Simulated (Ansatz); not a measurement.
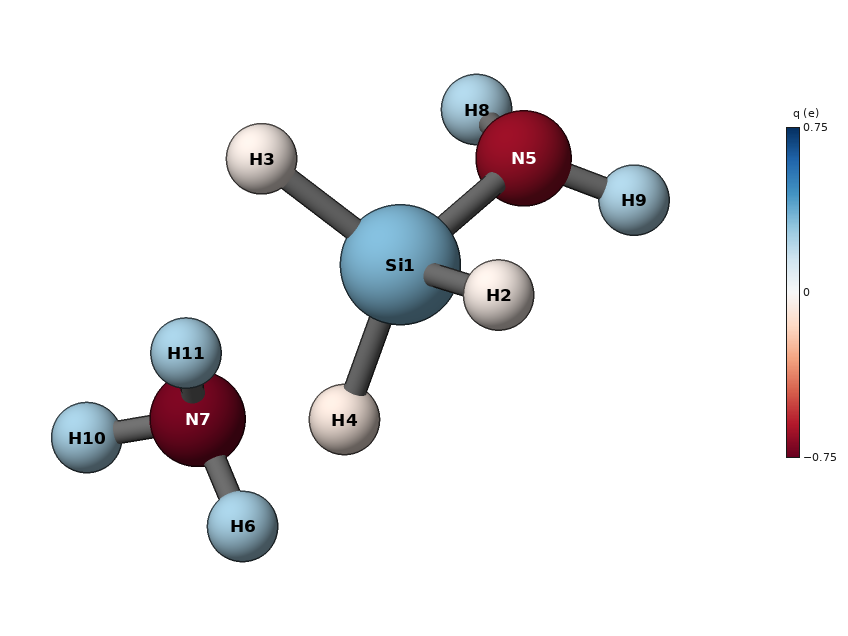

Atoms are coloured by their Mulliken charges. Computed geometry: PBE0-D4/def2-TZVP optimisation. Properties computed with RKS PBE0-D4/def2-TZVP (Ansatz 0.2.0).

### Which atom carries the highest charge (most positive or least negative)?

Si1 (0.33 e).

### And the lowest?

N7 (−0.71 e).

List the Mulliken charges.

```csv
atom,value (e)
Si1,0.33
H2,−0.05
H3,−0.05
H4,−0.07
N5,−0.65
H6,0.25
N7,−0.71
H8,0.23
H9,0.23
H10,0.25
H11,0.25
```

Mulliken values depend strongly on the basis set and can even reverse the polarity of a bond.
